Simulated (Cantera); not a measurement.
Input: 1 mol Hg, a varied amount of H2, equilibrated at 1600 K and 75000 Pa.

Cantera equilibrium calculation (NASA polynomials, part measured and part estimated; ideal gas, pure solids and liquids). Candidate condensed phases: Hg; 3 gas species. Rates play no part.

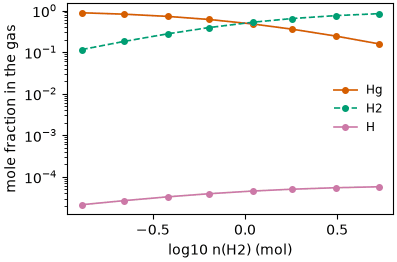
Figure. Equilibrium gas composition (values under 1e-9 drawn at 1e-9)

Task: Read off the mole fractions at 0.64 mol H2.

Result: Hg about 0.61, H2 about 0.39, H about 3.9e-5.
